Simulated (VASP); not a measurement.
Band structure of BAs (zinc blende). These are RPBE GGA, VASP's PBE PAW potentials (set 64) (plane waves; VASP) values and carry that method's errors.

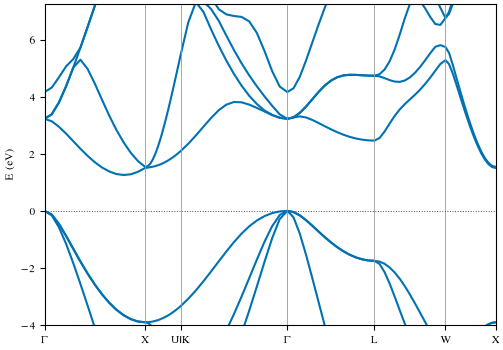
Figure. Bands along high-symmetry lines, zero at the valence-band maximum or, without a gap, the Fermi level

Problem. Read the plot: is there a gap, and where are the band edges?

Solution. The gap is indirect, 1.26 eV, from the valence maximum at Γ to the conduction minimum at Γ-X at 0.79. (Edges off the drawn lines would not show.)

Measured: gap 1.82 eV (computed value off by -0.56 eV), as given by Wikipedia, List of semiconductor materials.

The compound is BAs in the zinc blende structure. It was relaxed first.
